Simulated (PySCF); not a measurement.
# RuNOH: relaxation and vibrations of the triplet

Aim: relax RuNOH as a triplet from a bent start, check by its vibrations whether the end is a minimum, and collect its spectrum and constants.

Computed with PySCF 2.14.0. Level: PBE0, basis Ru def2-TZVP with ECP28, N def2-TZVP, O def2-TZVP, H def2-TZVP, scalar-relativistic core potentials, no spin–orbit coupling, density fitting.

### Step 1. Where the work starts

4 atoms, charge 0, spin multiplicity 3.

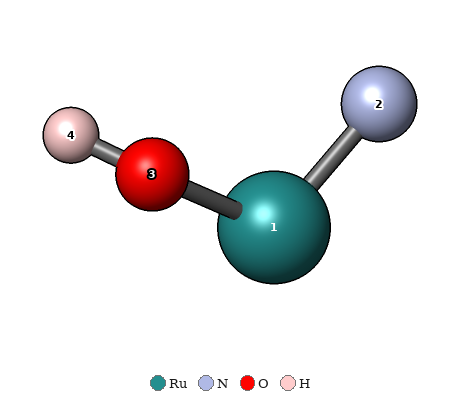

The starting geometry (ruthenium teal, nitrogen light blue, oxygen red, hydrogen pink); atoms are numbered from 1 in the order of the file.

```xyz
4
charge 0 multiplicity 3
Ru    0.0000    0.0000    0.0000
N     1.4253    0.0000    0.9980
O    -1.5400    0.0000    1.0783
H    -2.0455    0.7354    1.4323
```

### Step 2. The SCF at the typed geometry

The steps below are one call of a driver around PySCF. For each, scf.py gives the equivalent set-up of the SCF; relaxations use the driver's own optimiser. After this first run the driver tries any further starts and a stability analysis.

Input file scf.py:

```python
from pyscf import gto, scf, dft
mol = gto.M(atom='''
Ru     0.000000     0.000000     0.000000
N      1.425300     0.000000     0.998000
O     -1.540000     0.000000     1.078300
H     -2.045500     0.735400     1.432300''',
    basis={'Ru': 'def2-TZVP', 'N': 'def2-TZVP', 'O': 'def2-TZVP', 'H': 'def2-TZVP'},
    ecp={'Ru': 'def2-TZVP'},
    charge=0, spin=2)
mf = dft.UKS(mol, xc='PBE0')
mf.grids.atom_grid = (50, 194)
aux = {'Ru': 'def2-universal-JKFIT', 'N': 'def2-universal-JKFIT', 'O': 'def2-universal-JKFIT', 'H': 'def2-universal-JKFIT'}
mf = mf.density_fit(auxbasis=aux)
mf.conv_tol = 1e-08
mf.diis_space = 10
mf.max_cycle = 60
mf.init_guess = 'minao'
mf.verbose = 4
mf.kernel()
```

Command:

```bash
$ OMP_NUM_THREADS=4 python axn.py task.json out
```

Standard output, shortened:

```text
[... the frontier levels of the middle cycles are left out ...]
init E= -217.368315576781
[... the frontier-level lines of each cycle are left out ...]
cycle= 1 E= -224.439648662423  delta_E= -7.07  |g|= 1.46  |ddm|= 3.03
cycle= 2 E= -216.140172432841  delta_E=  8.3  |g|= 3.58  |ddm|= 4.64
cycle= 3 E= -224.84698468578  delta_E= -8.71  |g|= 1.01  |ddm|= 4.55
cycle= 4 E= -225.144571729056  delta_E= -0.298  |g|= 0.589  |ddm|= 0.63
cycle= 5 E= -225.261349908936  delta_E= -0.117  |g|= 0.136  |ddm|= 0.318
cycle= 6 E= -225.268156687589  delta_E= -0.00681  |g|= 0.0615  |ddm|= 0.0834
cycle= 7 E= -225.268960109932  delta_E= -0.000803  |g|= 0.0465  |ddm|= 0.048
cycle= 8 E= -225.269962955357  delta_E= -0.001  |g|= 0.0169  |ddm|= 0.0317
cycle= 9 E= -225.270237431134  delta_E= -0.000274  |g|= 0.00472  |ddm|= 0.028
cycle= 10 E= -225.270365262683  delta_E= -0.000128  |g|= 0.00394  |ddm|= 0.0217
cycle= 11 E= -225.270492009392  delta_E= -0.000127  |g|= 0.00393  |ddm|= 0.0218
cycle= 12 E= -225.270383800503  delta_E= 0.000108  |g|= 0.00376  |ddm|= 0.0197
cycle= 13 E= -225.270131124078  delta_E= 0.000253  |g|= 0.00342  |ddm|= 0.0682
cycle= 14 E= -225.270086567695  delta_E= 4.46e-05  |g|= 0.00305  |ddm|= 0.0311
[... 9 cycles left out ...]
cycle= 24 E= -225.270424130754  delta_E= -9.22e-07  |g|= 0.000193  |ddm|= 0.00301
cycle= 25 E= -225.270424869309  delta_E= -7.39e-07  |g|= 0.000156  |ddm|= 0.00317
cycle= 26 E= -225.270425399629  delta_E= -5.3e-07  |g|= 0.000118  |ddm|= 0.00276
cycle= 27 E= -225.270425674149  delta_E= -2.75e-07  |g|= 0.000115  |ddm|= 0.00189
cycle= 28 E= -225.270425808113  delta_E= -1.34e-07  |g|= 9.34e-05  |ddm|= 0.0011
cycle= 29 E= -225.270425876735  delta_E= -6.86e-08  |g|= 9.61e-05  |ddm|= 0.000477
cycle= 30 E= -225.27042582096  delta_E= 5.58e-08  |g|= 9.24e-05  |ddm|= 0.000428
cycle= 31 E= -225.270425712906  delta_E= 1.08e-07  |g|= 8.85e-05  |ddm|= 0.00108
cycle= 32 E= -225.270425648866  delta_E= 6.4e-08  |g|= 6.43e-05  |ddm|= 0.00135
cycle= 33 E= -225.270425633406  delta_E= 1.55e-08  |g|= 5.38e-05  |ddm|= 0.00097
cycle= 34 E= -225.270425656344  delta_E= -2.29e-08  |g|= 4.58e-05  |ddm|= 0.000552
cycle= 35 E= -225.270425684209  delta_E= -2.79e-08  |g|= 3.44e-05  |ddm|= 0.000658
cycle= 36 E= -225.27042570635  delta_E= -2.21e-08  |g|= 2.57e-05  |ddm|= 0.000607
cycle= 37 E= -225.270425714095  delta_E= -7.75e-09  |g|= 2.08e-05  |ddm|= 0.000388
Extra cycle  E= -225.270425716869  delta_E= -2.77e-09  |g|= 3.05e-05  |ddm|= 9.92e-05
converged SCF energy = -225.270425716869  <S^2> = 2.0647042  2S+1 = 3.0428304
```

This step, with its further starts and checks, needed 12 s of wall time on 4 threads of Arm Neoverse V2, shared host.

Energies from each starting density:

| start | energy (Eh) |
| --- | --- |
| the minimal-basis guess | -225.270426 |
| a thermally smeared density | -225.283638 |
| a smeared PBE density | -225.283638 |

The first run landed in a state that is too high. Following the other starts and the instabilities gains 34.7 kJ/mol (-225.28364 Eh), and the work goes on from there.

### Step 3. Relaxation: bent start, triplet

The program finds C1 symmetry in the start. Threshold on the gradient: 0.0003 Eh/bohr, with a further test on the energy change.

Changes to scf.py since step 2:

```diff
@@ -3,4 +3,4 @@
-Ru     0.000000     0.000000     0.000000
-N      1.425300     0.000000     0.998000
-O     -1.540000     0.000000     1.078300
-H     -2.045500     0.735400     1.432300''',
+Ru     0.050674    -0.005576    -0.245774
+N      1.475974    -0.005576     0.752226
+O     -1.489326    -0.005576     0.832526
+H     -1.994826     0.729824     1.186526''',
@@ -17 +16,0 @@
-mf.init_guess = 'minao'
```

Energy and gradient, step by step:

| step | energy (Eh) | change (kJ/mol) | largest gradient (Eh/bohr) |
| --- | --- | --- | --- |
| 0 | -225.283638 | 0.00 | 0.08806 |
| 1 | -225.308630 | -65.62 | 0.01615 |
| 2 | -225.312603 | -76.05 | 0.01124 |
| 3 | -225.314173 | -80.17 | 0.01610 |
| 4 | -225.314681 | -81.51 | 0.01250 |
| 5 | -225.315499 | -83.65 | 0.01339 |
| 6 | -225.316288 | -85.72 | 0.01720 |
| 7 | -225.317471 | -88.83 | 0.01423 |
| 8 | -225.318192 | -90.72 | 0.00524 |
| 9 | -225.318237 | -90.84 | 0.00526 |
| 10 | -225.318333 | -91.09 | 0.00105 |
| 11 | -225.318340 | -91.11 | 0.00028 |
| 12 | -225.318341 | -91.11 | 0.00011 |

The walk took 28 s.

Geometry (Å) and forces (eV/Å) at some steps:

```
step 0
Ru   0.051  -0.006  -0.246   4.428   0.138   4.527
N    1.476  -0.006   0.752  -4.194   0.015  -3.842
O   -1.489  -0.006   0.833  -0.476  -0.301  -0.560
H   -1.995   0.730   1.187   0.242   0.148  -0.126
step 1
Ru   0.100  -0.008  -0.149  -0.137   0.086   0.830
N    1.447   0.002   0.688   0.435   0.007  -0.413
O   -1.530  -0.018   0.793  -0.557   0.012  -0.258
H   -1.975   0.737   1.193   0.259  -0.105  -0.159
step 6
Ru   0.103  -0.121   0.012  -0.504  -0.235  -0.037
N    1.556   0.075   0.613   0.367   0.139   0.107
O   -1.691   0.038   0.619  -0.030   0.884   0.498
H   -1.925   0.721   1.282   0.167  -0.788  -0.568
step 12
Ru   0.105  -0.209   0.069   0.003  -0.001   0.002
N    1.579   0.112   0.576  -0.002  -0.002  -0.003
O   -1.679   0.149   0.560   0.005  -0.003  -0.002
H   -1.961   0.661   1.320  -0.005   0.005   0.003
```

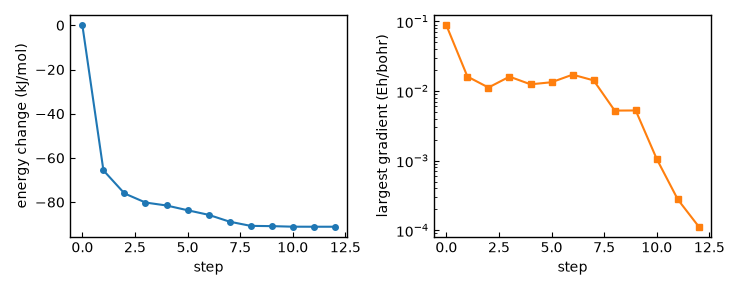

Energy and largest gradient along the walk.

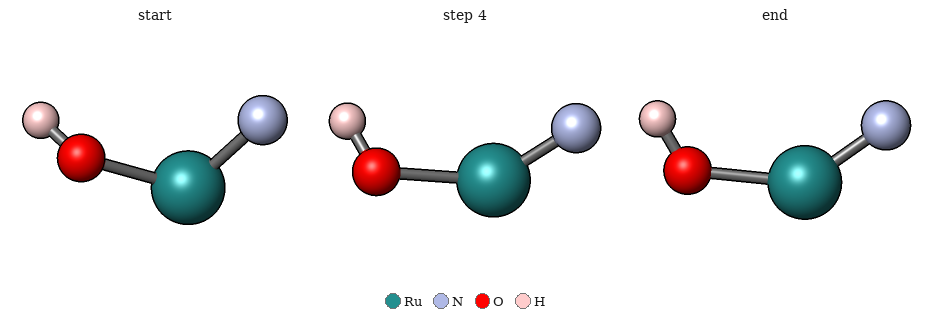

Start and end of the relaxation, with a step between.

After 12 steps and 91.1 kJ/mol it ends at Cs: O–H 0.959 Å, Ru–N 1.591 Å, Ru–O 1.885 Å; H–O–Ru 125.9°, N–Ru–O 139.0°.

### Step 4. Hessian and properties

The point is checked on the finer grid, and tightened if its gradient asks for it. The Hessian and the dipole derivatives come from central differences of analytic gradients, with steps of 0.02 bohr.

Changes to scf.py since step 3:

```diff
@@ -3,4 +3,4 @@
-Ru     0.050674    -0.005576    -0.245774
-N      1.475974    -0.005576     0.752226
-O     -1.489326    -0.005576     0.832526
-H     -1.994826     0.729824     1.186526''',
+Ru     0.075201    -0.083165    -0.122065
+N      1.549182     0.237128     0.385044
+O     -1.708816     0.273203     0.370327
+H     -1.991386     0.787433     1.128916''',
@@ -11 +11 @@
-mf.grids.atom_grid = (50, 194)
+mf.grids.atom_grid = (75, 302)
@@ -14 +14 @@
-mf.conv_tol = 1e-08
+mf.conv_tol = 1e-10
```

The driver hands on the density of the step before, so the log starts near convergence.

SCF at the final geometry:

```text
init E= -225.318337110901
[... the frontier-level lines of each cycle are left out ...]
cycle= 1 E= -225.318337110713  delta_E= 1.88e-10  |g|= 2.32e-05  |ddm|= 1.4e-05
cycle= 2 E= -225.318337107228  delta_E= 3.48e-09  |g|= 9.91e-05  |ddm|= 5.61e-05
cycle= 3 E= -225.318337110917  delta_E= -3.69e-09  |g|= 1.69e-06  |ddm|= 4.53e-05
cycle= 4 E= -225.318337110918  delta_E= -3.41e-13  |g|= 6.02e-07  |ddm|= 1.7e-06
Extra cycle  E= -225.318337110917  delta_E= 7.96e-13  |g|= 1.3e-06  |ddm|= 1.4e-06
converged SCF energy = -225.318337110917  <S^2> = 2.018574  2S+1 = 3.0123572
```

The whole step took 48 s.

Geometry: Cs; O–H 0.959 Å, Ru–N 1.591 Å, Ru–O 1.885 Å; H–O–Ru 125.9°, N–Ru–O 139.1°.

Modes, for the most abundant isotopes:

| symmetry | ω (cm⁻¹) | IR (km/mol) | μ (u) |
| --- | --- | --- | --- |
| a' | 188 | 7.4 | 6.16 |
| a'' | 395 | 61.8 | 1.25 |
| a' | 631 | 220 | 2.10 |
| a' | 695 | 14.4 | 2.22 |
| a' | 1161 | 110 | 15.61 |
| a' | 3909 | 154 | 1.07 |

No imaginary mode, so this is a minimum.

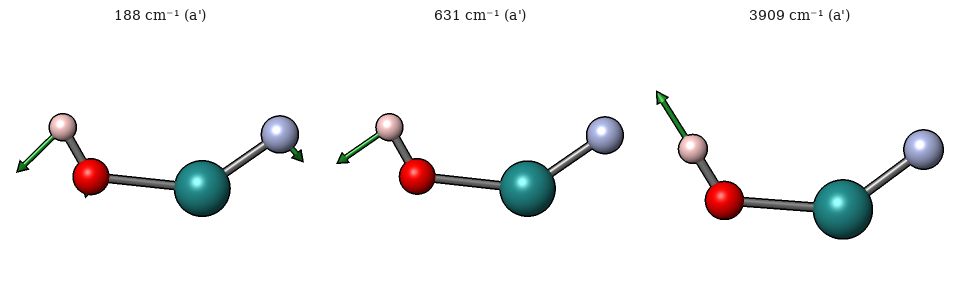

Displacements of 3 of the modes, as arrows (one member where a mode is degenerate).

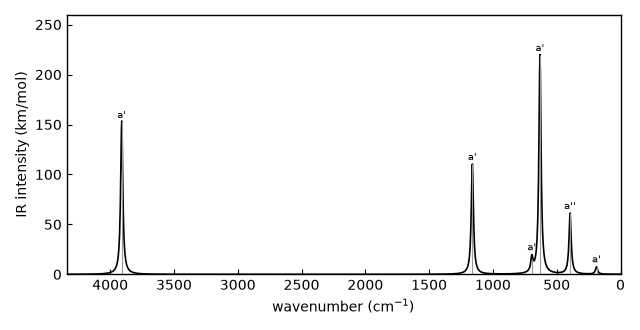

The harmonic infrared spectrum (widths in cm⁻¹). Lines are broadened to a width of 20 cm⁻¹ (Lorentzian).

Constants and moments:

```yaml
Dipole_moment: 0.95 D
Highest_occupied_level: -6.26 eV
Lowest_empty_level: -3.43 eV
Rotational_constants: 1.723, 0.1972, 0.1769 cm⁻¹
Zero-point_energy: 41.7 kJ/mol
Principal_polarisabilities: 39.3, 41.2, 59.1 bohr³
Atomisation_energy_without_zero-point_energy: 1209 kJ/mol
Principal_traceless_quadrupole_moments_about_the_centre_of_mass: -7.46, 0.34, 7.12 D Å
Entropy_at_298.15_K_and_1_bar_electronic_part_spin_only: 291.1 J/(mol K)
Heat_capacity_Cp_at_298.15_K: 55.7 J/(mol K)
Enthalpy_at_298.15_K_above_0_K: 12.99 kJ/mol
Rotational_symmetry_number: 1
Spin_squared_⟨S²⟩: 2.019
```

Charges (e) and bond orders:

```tsv
atom	Mulliken	Löwdin	polar tensor	spin (Mulliken)	Mayer order to Ru1
Ru1	0.88	0.46	0.97	1.90	–
N2	-0.45	-0.23	-0.48	0.07	2.69
O3	-0.77	-0.38	-0.77	0.04	0.82
H4	0.34	0.16	0.28	0.00	0.01
```

Outer orbital energies (eV). α occupied: -11.68, -11.57, -10.89, -10.27, -10.01, -8.42, -7.89, -6.26; empty: -2.66, -1.82, 0.00, 0.47. β occupied: -21.43, -14.47, -11.32, -11.12, -10.13, -9.55, -9.30, -7.34; empty: -3.43, -2.95, -2.18, -1.33.

Mulliken populations on Ru1 (outside its core potential): s 2.60, p 6.18, d 6.32, f 0.02.

### Step 5. Outcome

| quantity | value |
| --- | --- |
| minimum | triplet, Cs |
| geometry | O–H 0.959 Å, Ru–N 1.591 Å, Ru–O 1.885 Å; H–O–Ru 125.9°, N–Ru–O 139.1° |
| wavenumbers (cm⁻¹) | 188 (a'), 395 (a''), 631 (a'), 695 (a'), 1161 (a'), 3909 (a') |
| dipole moment | 0.95 D |
| highest occupied, lowest empty level (either spin) | -6.26, -3.43 eV |
| polar-tensor charge of Ru1 | +0.97 e |
| zero-point energy | 41.7 kJ/mol |
| entropy at 298.15 K | 291.1 J/(mol K) |
| atomisation energy (no zero-point energy) | 1209 kJ/mol |
| ⟨S²⟩ | 2.019 |

From C1 at the start the molecule goes to a Cs minimum. The strongest infrared band lies at 631 cm⁻¹ (a'). Most of the spin sits on Ru1 (Mulliken spin 1.90, against 2 for the whole molecule). The first SCF alone would have been 35 kJ/mol too high. Other starts or spin states, not run here, may lie lower. One determinant may miss the lowest occupation of an open d or f shell.

The search up to here took 89 s.
